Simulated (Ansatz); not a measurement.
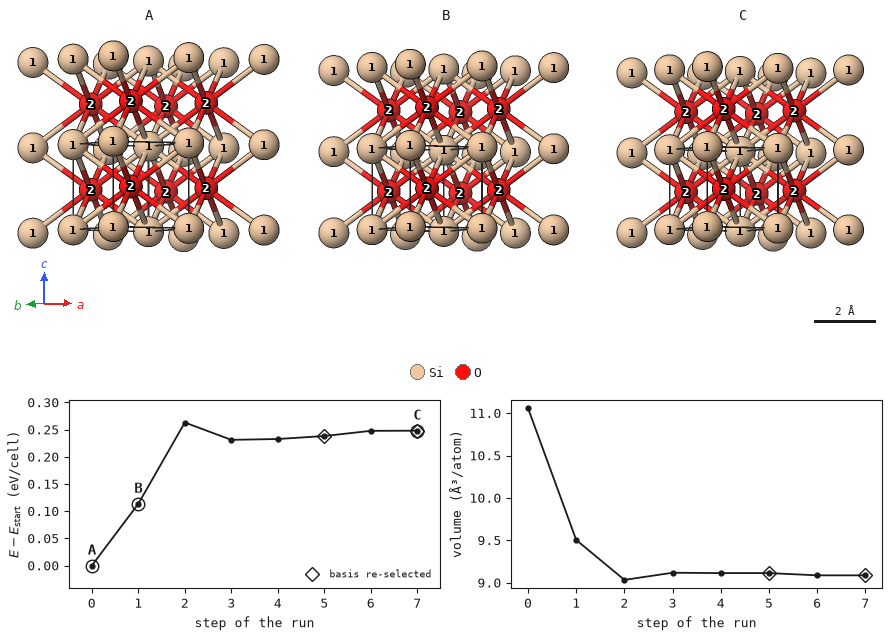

Frames of a relaxation of crystalline SiO (a generated structure, set up in Pm-3m), marked on the history of the run. A ball-and-stick model of the cell of the calculation, repeated 2 × 2 × 2 with one cell outlined, seen from a free direction.

The run lets cell and atoms move.

Level of theory: Kohn-Sham DFT of a periodic cell, PBEsol, Ansatz PAW (Ansatz).

The input:
```yaml
crystal:
  lattice:
    - [2.80697, 0.0, 0.0]
    - [0.0, 2.80697, 0.0]
    - [0.0, 0.0, 2.80697]
  atoms:
    - { symbol: Si, position: [0.0, 0.0, 0.0] }
    - { symbol: O, position: [0.5, 0.5, 0.5] }
hamiltonian:
  xc: pbesol
  pseudopotentials: { kind: paw }
kpoints:
  mp_grid: { grid: [9, 9, 9] }
scf:
  occupations: { method: fermi_dirac, width: 0.05 }
output:
  forces: true
  stress: true
  eigenvalues: true
relax:
  f_tol: 0.01
  max_steps: 40
  cell: { stress_tol: 0.05, p_target: 30.0 }
```

Launched with:
```bash
ansatz run input.yaml --threads 2 --pin off --max-ram 5632MiB --backend cpu --events-out ev --progress --plain --runs-dir out
```

Describe the path.

Answer. The energy rises by 0.248 eV per cell of the calculation in 5 accepted moves (7 points after the start). With the target pressure of 30 GPa, the enthalpy E + pV changes by −0.490 eV per cell of the calculation. All forces vanish by symmetry, so only the cell relaxes. Pressure: −4.84 GPa at the start and 30.00 GPa at the end. The SCF was repeated twice at an unchanged geometry on a basis and grid sized afresh for the cell, which shifted the energy by 5.5 meV per cell of the calculation at most. The atoms keep their places relative to the cell (all moves are under 0.005 Å). The volume changes by −17.8 %, with a = b = c 2.807 → 2.629 Å (−6.3 %). Near-neighbour distances that change, for instance: Si1–O2 2.431 → 2.277 Å. The space group stays Pm-3m (No. 221). The run took 1.5 s on 2 threads of AMD EPYC 9R45 96-Core Processor (Zen 5), with other jobs on the host, peak memory 0.34 GiB. From step 0 to 1: volume −14.0 %, energy +0.114 eV per cell of the calculation. From step 1 to 7: volume −4.4 %, energy +0.134 eV per cell of the calculation.

```
step  E − E(0), meV/atom  pressure, GPa  volume, Å³/atom                      note
   0                0.00          -4.84           11.058                          
   1               56.81          20.56            9.505                          
   2              131.56          32.17            9.034                          
   3              115.61          29.88            9.118                          
   4              116.39          30.00            9.114                          
   5              119.13          29.30            9.114  same geometry, new basis
   6              123.90          30.02            9.088                          
   7              124.02          30.00            9.088  same geometry, new basis
```
